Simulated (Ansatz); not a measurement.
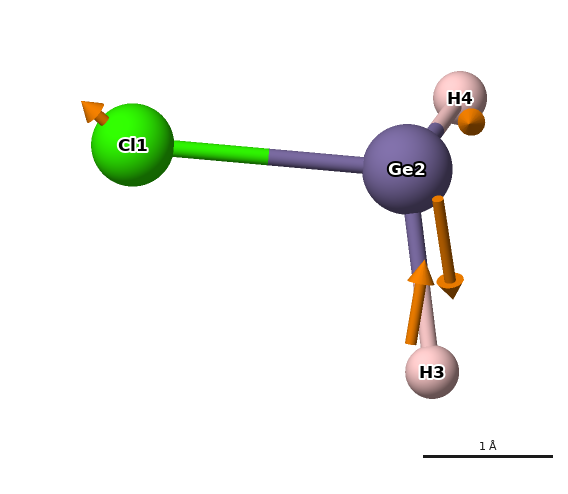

Arrows show the forces on the atoms, 1 Å of arrow for 1 eV/Å; forces under a tenth of the largest aren't drawn. Charge 0, doublet. Level of theory: r2SCANh-D4/def2-TZVPP (Ansatz 0.2.0).

> On which atom is the force largest, and how large is it?

On Ge2: 0.96 eV/Å.

> Along which bond is the force strongest?

Ge2–H3, now 1.587 Å: the forces pull its atoms together, so a first step downhill shortens it.

List the force components in the frame of the picture (x right, y up, z towards the viewer), in eV/Å.

```tsv
atom	Fx	Fy	Fz
Cl1	−0.19	0.16	0.06
Ge2	0.12	−0.78	−0.54
H3	0.11	0.66	0.09
H4	−0.04	−0.03	0.39
```
